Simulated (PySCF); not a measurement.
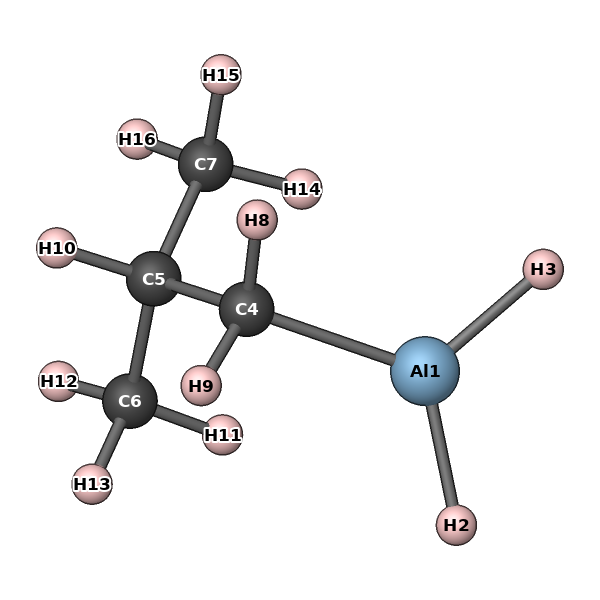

The questions are on isotropic NMR shieldings of the C atoms. Computed geometry: PBE0-D3(BJ)/def2-SVP optimisation. No frequency run is at hand to confirm it as a minimum. Level of theory: GIAO PBE0/pcSseg-1 (pcSseg-2 on Al) NMR shielding, non-relativistic, gas phase (PySCF 2.14.0).

Question: Which C atom is the most shielded (lowest chemical shift)?

Answer: C4 (158.0 ppm).

Question: Which C atom is the least shielded (highest chemical shift)?

Answer: C5 (152.5 ppm).

Question: How wide is the range of C shifts?

Answer: 5.5 ppm.

List the isotropic NMR shieldings of the C atoms.

```
atom  σ (ppm)
  C4    158.0
  C5    152.5
  C6    153.2
  C7    153.7
```
